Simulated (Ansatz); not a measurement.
The calculation's input:

```
crystal:
  periodic: [false, false, false]
  atoms:
    - { symbol: C, position_ang: [-0.941, 0.6143, -0.5998] }
    - { symbol: O, position_ang: [0.3692, 0.32, -0.7299] }
    - { symbol: Al, position_ang: [0.8999, -0.555, 0.7911] }
    - { symbol: H, position_ang: [-1.245, 1.1791, -1.5463] }
    - { symbol: H, position_ang: [-1.6318, -0.2477, -0.4894] }
    - { symbol: H, position_ang: [-1.1495, 1.3926, 0.2225] }
    - { symbol: H, position_ang: [0.4507, -0.3611, -1.44] }
    - { symbol: H, position_ang: [0.67349, 0.3103, 2.05446] }
    - { symbol: H, position_ang: [2.47984, -1.00806, 0.68702] }
    - { symbol: H, position_ang: [0.03747, -1.92402, 0.97062] }
basis:
  gaussian: { orbitals: "6-31G*" }
hamiltonian:
  xc: pbe0
  dispersion: d4
relax:
  f_tol: 0.015
  max_steps: 40
output:
  orbitals: {}
```

Command:

```sh
ansatz run input.yaml --threads 1 --pin off --max-ram 2048MiB --backend cpu --events-out ev --progress --plain --runs-dir out
```

The fields are those of the run's last geometry, not of the input's.

Theory: Ansatz, RKS PBE0-D4/6-31G*.

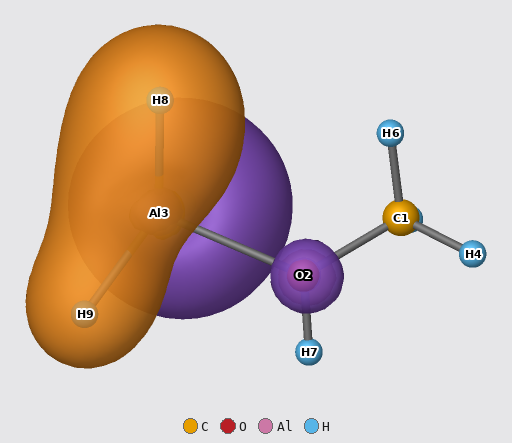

CH7AlO. The HOMO at ±0.1 Å⁻³ᐟ² (orange and purple are the two phases), seen at a tilt.

Question: Where does this orbital lie, and at what energy?

Answer: It lies mainly on H10 (about 40 %), Al3 (about 35 %), H8 (about 15 %) and H9 (about 5 %). Its energy is −7.38 eV.
